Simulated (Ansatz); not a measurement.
**CH2F2 (difluoromethane), step by step**

Aim: a series of 11 runs (HF/x2c-SVPall, CASCI(4,6)/x2c-SVPall, CASSCF(4,6)/x2c-SVPall, SC-NEVPT2(4,6)/x2c-SVPall, MRCISD+Q(4,6)/x2c-SVPall, FIC-NEVPT4(SD)(4,6)/x2c-SVPall, CCSD(T)/x2c-SVPall) of CH2F2 (difluoromethane). 

Program for the calculation: Ansatz 0.2.0.

## 1. The molecule

CH2F2: 5 atoms, total charge 0, spin state singlet. As SMILES, `FCF`. The shape is that of a PBE0-D4/def2-TZVP optimisation.

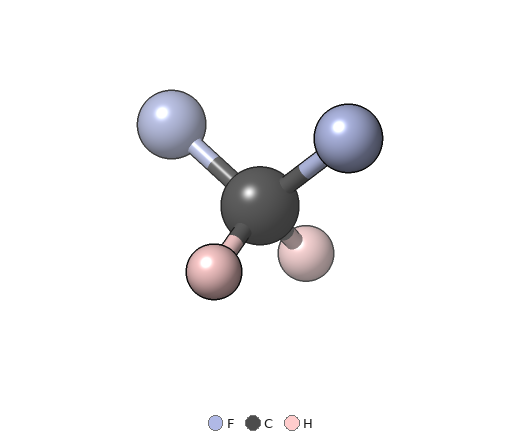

The structure, seen from a chosen angle (fluorine light blue, carbon dark grey, hydrogen pink).

## 2. The energy at HF/x2c-SVPall (sfX2C) (run 1)

in.yaml

```yaml
crystal:
  periodic: [false, false, false]
  atoms:
    - symbol: F
      position_ang: [-1.073300, 0.191200, 0.698300]
    - symbol: C
      position_ang: [0.010100, -0.016900, -0.082300]
    - symbol: F
      position_ang: [1.090500, -0.179200, 0.713200]
    - symbol: H
      position_ang: [-0.142700, -0.932900, -0.659500]
    - symbol: H
      position_ang: [0.165300, 0.864200, -0.711100]
basis:
  gaussian:
    orbitals: x2c-SVPall.json
hamiltonian:
  xc: hf
output:
  orbitals: {seedname: orbitals}
```

The basis set x2c-SVPall is read from a file made from the Basis Set Exchange's data (not shown).

On the command line:

```
$ ansatz run in.yaml --threads 1 --pin off --max-ram 2610MiB --events-out events.jsonl --progress --plain --runs-dir runs
```

Output:

```text
Warning: RAYON_NUM_THREADS=1 ignored (pool sized by the plan → 1); use --threads N
Functional definition: HF
  name "HF"
  exchange = exact_x
  correlation = 0
507 factors; integrals over basis functions are off by at most 1.5e-3 eV
mean field evaluation 1: about -6471.9196 eV, gradient 2.8e1 eV
mean field evaluation 2: about -6471.9245 eV, gradient 2.8e1 eV
mean field evaluation 4: about -6473.4723 eV, gradient 2.3e0 eV
mean field evaluation 8: about -6473.4875 eV, gradient 7.3e-5 eV
mean field -6473.48748290 eV, -237.8962771093 hartree, gradient 6.4e-6 eV, S^2 0.000000; 0 other end points of the search recorded, 0 dependent functions left out
reference -6473.48748290 eV, -237.8962771093 hartree; 13, 13 occupied and 39, 39 virtual orbitals, 507 factors
Total energy: -6473.48748290 eV, -237.8962771093 hartree
Relativity: scalar
```

It took 0.22 s on 1 thread of Arm Neoverse V1, shared host.

## 3. A single-point energy at CASCI(4,6)/x2c-SVPall (sfX2C) (run 2)

in.yaml

```yaml
crystal:
  periodic: [false, false, false]
  atoms:
    - {symbol: F, position_ang: [-1.073300, 0.191200, 0.698300]}
    - {symbol: C, position_ang: [0.010100, -0.016900, -0.082300]}
    - {symbol: F, position_ang: [1.090500, -0.179200, 0.713200]}
    - {symbol: H, position_ang: [-0.142700, -0.932900, -0.659500]}
    - {symbol: H, position_ang: [0.165300, 0.864200, -0.711100]}
basis:
  gaussian: {orbitals: x2c-SVPall.json}
total_charge: 0
correlation:
  active_space: {window: {electrons: 4, orbitals: 6}, fixed_orbitals: true}
```

The basis set x2c-SVPall is read from a file made from the Basis Set Exchange's data (not shown).

On the command line:

```
$ ansatz run in.yaml --threads 1 --pin off --max-ram 2610MiB --events-out events.jsonl --progress --plain --runs-dir runs
```

Output:

```text
Warning: RAYON_NUM_THREADS=1 ignored (pool sized by the plan → 1); use --threads N
Functional definition: HF
  name "HF"
  exchange = exact_x
  correlation = 0
507 factors; integrals over basis functions are off by at most 1.5e-3 eV
mean field evaluation 1: about -6471.9196 eV, gradient 2.8e1 eV
mean field evaluation 2: about -6471.9245 eV, gradient 2.8e1 eV
mean field evaluation 4: about -6473.4723 eV, gradient 2.3e0 eV
mean field evaluation 8: about -6473.4875 eV, gradient 7.3e-5 eV
mean field -6473.48748290 eV, -237.8962771093 hartree, gradient 2.3e-6 eV, S^2 0.000000; 0 other end points of the search recorded, 0 dependent functions left out
reference -6473.48748290 eV, -237.8962771093 hartree; 13, 13 occupied and 39, 39 virtual orbitals, 507 factors
state -6473.56628004 eV, -237.8991728506 hartree
Total energy: -6473.56628004 eV, -237.8991728506 hartree
Relativity: scalar
```

Run time: 0.22 s. Hardware: 1 thread of Arm Neoverse V1, shared host.

## 4. Energy and forces at CASSCF(4,6)/x2c-SVPall (sfX2C) (run 3)

input.yaml

```yaml
crystal:
  periodic: [false, false, false]
  atoms:
    - symbol: F
      position_ang: [-1.073300, 0.191200, 0.698300]
    - symbol: C
      position_ang: [0.010100, -0.016900, -0.082300]
    - symbol: F
      position_ang: [1.090500, -0.179200, 0.713200]
    - symbol: H
      position_ang: [-0.142700, -0.932900, -0.659500]
    - symbol: H
      position_ang: [0.165300, 0.864200, -0.711100]
basis:
  gaussian:
    orbitals: x2c-SVPall.json
correlation:
  active_space: {window: {electrons: 4, orbitals: 6}}
output: {forces: true}
```

The basis set x2c-SVPall is read from a file made from the Basis Set Exchange's data (not shown).

On the command line:

```
$ ansatz run input.yaml --threads 1 --pin off --max-ram 2610MiB --events-out events.jsonl --progress --plain --runs-dir runs
```

Output, cut to the lines that bear on the results:

```text
Warning: RAYON_NUM_THREADS=1 ignored (pool sized by the plan → 1); use --threads N
Functional definition: HF
  name "HF"
[...]
507 factors; integrals over basis functions are off by at most 1.5e-3 eV
[...]
mean field -6473.48748290 eV, -237.8962771093 hartree, gradient 2.3e-6 eV, S^2 0.000000; 0 other end points of the search recorded, 0 dependent functions left out
reference -6473.48748290 eV, -237.8962771093 hartree; 13, 13 occupied and 39, 39 virtual orbitals, 507 factors
state -6474.94281332 eV, -237.9497595156 hartree
[...]
Total energy: -6474.94281332 eV, -237.9497595156 hartree
Relativity: scalar
Atom 0 at    -1.073300     0.191200     0.698300 Å, force    -0.083126     0.017290     0.113177 eV/Å
Atom 1 at     0.010100    -0.016900    -0.082300 Å, force     0.002198    -0.008873    -0.439969 eV/Å
Atom 2 at     1.090500    -0.179200     0.713200 Å, force     0.082471    -0.011142     0.114510 eV/Å
Atom 3 at    -0.142700    -0.932900    -0.659500 Å, force     0.042456     0.253228     0.097948 eV/Å
Atom 4 at     0.165300     0.864200    -0.711100 Å, force    -0.043999    -0.250503     0.114334 eV/Å
Dipole moment:     0.000825    -0.012753    -0.438306 e Å
```

It took 2.9 s on 1 thread of Arm Neoverse V1, shared host; peak memory 0.097 GiB.

Runs 4 to 10 aren't shown in full; the table further down has their settings and results.

## 5. The energy at CCSD(T)/x2c-SVPall (sfX2C) (run 11)

job.yaml

```yaml
crystal:
  periodic: [false, false, false]
  atoms:
    - {symbol: F, position_ang: [-1.073300, 0.191200, 0.698300]}
    - {symbol: C, position_ang: [0.010100, -0.016900, -0.082300]}
    - {symbol: F, position_ang: [1.090500, -0.179200, 0.713200]}
    - {symbol: H, position_ang: [-0.142700, -0.932900, -0.659500]}
    - {symbol: H, position_ang: [0.165300, 0.864200, -0.711100]}
basis:
  gaussian: {orbitals: x2c-SVPall.json}
magnetization: {spin_polarized: false, initial_magnetization: 0}
correlation: {method: ccsd_t}
```

The basis set x2c-SVPall is read from a file made from the Basis Set Exchange's data (not shown).

On the command line:

```
$ ansatz run job.yaml --threads 1 --pin off --max-ram 2610MiB --events-out events.jsonl --progress --plain --runs-dir runs
```

Output, cut to the lines that bear on the results:

```text
Warning: RAYON_NUM_THREADS=1 ignored (pool sized by the plan → 1); use --threads N
Functional definition: HF
  name "HF"
[...]
507 factors; integrals over basis functions are off by at most 1.5e-3 eV
[...]
mean field -6473.48748290 eV, -237.8962771093 hartree, gradient 2.3e-6 eV, S^2 0.000000; 0 other end points of the search recorded, 0 dependent functions left out
3 core orbitals not correlated: weight in the atoms' cores, before any rotation towards them, 1.000 or more for the frozen orbitals, at most 0.000 for the correlated occupied ones
reference -6473.48748290 eV, -237.8962771093 hartree; 10, 10 occupied and 39, 39 virtual orbitals, 507 factors
second order -13.79150000 eV of doubles, -0.00000000 eV of singles
cycle   1  -13.94168047 eV  change   -1.5e-1 eV  update   7.3e-2
[...]
cycle   9  -14.29139615 eV  change   -9.2e-6 eV  update   5.7e-6
perturbative correction -0.25026596 eV, -0.0091971044 hartree
Total energy: -6488.02914501 eV, -238.4306733351 hartree
Relativity: scalar
```

It took 0.93 s on 1 thread of Arm Neoverse V1, shared host; peak memory 0.11 GiB.

## 6. The series

```
run                                                         level      task  orbitals optimised            energy (Eh)  wall time
  1                                         HF/x2c-SVPall (sfX2C)    energy                   –            -237.896277     0.22 s
  2                                 CASCI(4,6)/x2c-SVPall (sfX2C)    energy                  no            -237.899173     0.22 s
  3                                CASSCF(4,6)/x2c-SVPall (sfX2C)  gradient                 yes            -237.949760      2.9 s
  4                             SC-NEVPT2(4,6)/x2c-SVPall (sfX2C)    energy                 yes            -238.398826        3 s
  5             CASSCF(4,6)/x2c-SVPall (sfX2C, 3 states averaged)    energy                 yes  -237.642671 (average)      4.5 s
  6          SC-NEVPT2(4,6)/x2c-SVPall (sfX2C, 3 states averaged)    energy                 yes  -238.130346 (average)      3.6 s
  7                              MRCISD+Q(4,6)/x2c-SVPall (sfX2C)    energy                 yes            -238.425040      4.8 s
  8                        FIC-NEVPT4(SD)(4,6)/x2c-SVPall (sfX2C)    energy                 yes            -238.425241      3.6 s
  9  SC-NEVPT2(4,6)/x2c-SVPall (sfX2C, root 2, 3 states averaged)  gradient                 yes            -237.973162      4.8 s
 10     CASSCF(4,6)/x2c-SVPall (sfX2C, root 2, 3 states averaged)  optimise                 yes          not converged       93 s
 11                                    CCSD(T)/x2c-SVPall (sfX2C)    energy                   –            -238.430673     0.93 s
```

## 7. Outcome

| quantity | value |
| --- | --- |
| run 11, CCSD(T)/x2c-SVPall: total energy | -238.43067 Eh |
| run 11, CCSD(T)/x2c-SVPall: correlation energy (3 core orbitals frozen) | -534.4 mEh |
| run 11, CCSD(T)/x2c-SVPall: (T) correction | -9.20 mEh |
| run 11, CCSD(T)/x2c-SVPall: T1 diagnostic | 0.010 |

Below the HF energy at the same shape and in the same basis (x2c-SVPall): CASCI(4,6) -2.9 mEh; CASSCF(4,6) -53.5 mEh; SC-NEVPT2(4,6) -502.5 mEh; MRCISD+Q(4,6) -528.8 mEh; FIC-NEVPT4(SD)(4,6) -529.0 mEh; CCSD(T) -534.4 mEh. Active-space methods hold only the correlation inside their space unless a perturbation or CI step follows. Rows marked as averages are means over several states, not the energy of one. All runs together took 2 min, the longest 93 s. 1 of the 11 runs did not end normally.
